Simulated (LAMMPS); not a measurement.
Consider bulk Si (diamond structure), 5328 atoms, in a Müller-Plathe heat-flux run near 300 K, 201 Å from hot to cold slab in molecular dynamics.

Computed with classical MD, pair style sw, file Si.sw; code LAMMPS.

Heat flux 5.41e+10 W/m².

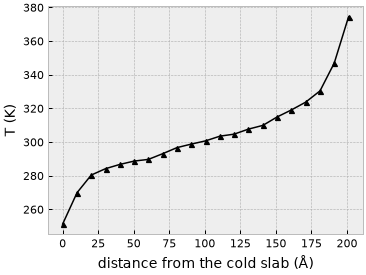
Figure: T (K) against distance from the cold slab (Å)

Read from the full data:
- lattice thermal conductivity at this length: 21.1 ± 0.5 W/(m K)

Caution: lattice part alone, classical nuclei, a finite length: a lower bound where phonon paths are long.
